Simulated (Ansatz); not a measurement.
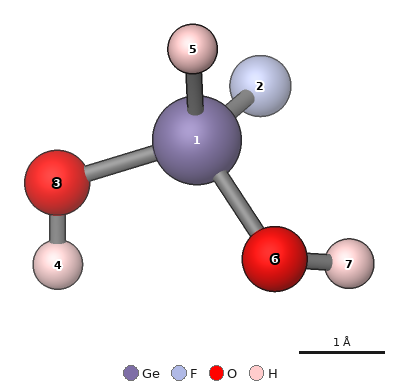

This is the input geometry for a relaxation of GeH3O2F. Style: ball-and-stick. Shown at a tilt.

The run prepares the start of a later molecular dynamics calculation, from a guessed geometry.

The calculation used RKS BHLYP-D4/def2-SVP in Ansatz.

Input file:
```yaml
crystal:
  periodic: [false, false, false]
  atoms:
    - { symbol: Ge, position_ang: [0.0, 0.0, 0.0] }
    - { symbol: F, position_ang: [0.0, 0.0, 1.68] }
    - { symbol: O, position_ang: [1.6691, 0.0, -0.5894] }
    - { symbol: H, position_ang: [1.9855, -0.9521, -0.7061] }
    - { symbol: H, position_ang: [-0.73, 1.2648, -0.5162] }
    - { symbol: O, position_ang: [-0.8337, -1.4443, -0.5894] }
    - { symbol: H, position_ang: [-1.2883, -1.91, 0.183] }
basis:
  gaussian: { orbitals: def2-SVP }
hamiltonian:
  xc: { name: BHLYP }
  dispersion: d4
relax:
  f_tol: 0.02
  max_steps: 40
output:
  orbitals: {}
```

Command:
```bash
ansatz run input.yaml --threads 1 --pin off --max-ram 2048MiB --backend cpu --events-out ev --progress --plain --runs-dir out
```

Q: What does the optimiser find from here?

A: H4 moves most after the best rigid fit: 0.11 Å. By element the largest moves are H 0.11 Å, O 0.10 Å, Ge 0.06 Å, F 0.06 Å. Among the contacts that change: O3–H4 1.010 → 0.956 Å, Ge1–F2 1.680 → 1.727 Å, Ge1–H5 1.549 → 1.511 Å, Ge1–O3 1.770 → 1.737 Å. Among the angles between lasting bonds that change: H5–Ge1–O6 109.5° → 115.8°, Ge1–O3–H4 109.5° → 115.2°, F2–Ge1–O6 109.5° → 104.1°. Over 8 geometry steps the energy falls by 0.259 eV. The largest force component goes from 2.6 to 0.013 eV/Å.

History of the run:

```csv
step,"E − E(0), eV","largest force component, eV/Å"
0,0.0000,2.5799
1,-0.2202,1.0800
2,-0.2508,0.2516
3,-0.2551,0.1945
4,-0.2568,0.0584
5,-0.2575,0.0611
6,-0.2582,0.1698
7,-0.2585,0.0597
8,-0.2586,0.0127
```

Final geometry:

```xyz
7

Ge   -0.0180    0.0057   -0.0596
F     0.0034   -0.0562    1.6661
O     1.6099   -0.0315   -0.6643
H     2.0366   -0.8858   -0.6297
H    -0.6819    1.2902   -0.4966
O    -0.8305   -1.4677   -0.5280
H    -1.3170   -1.8963    0.1741
```

After the run, drawn alike:

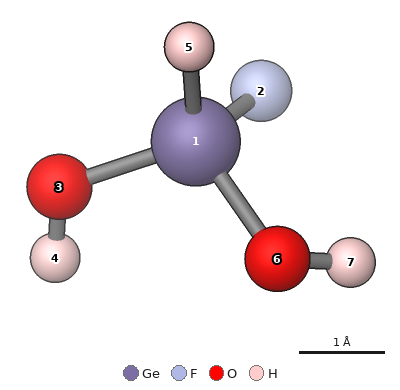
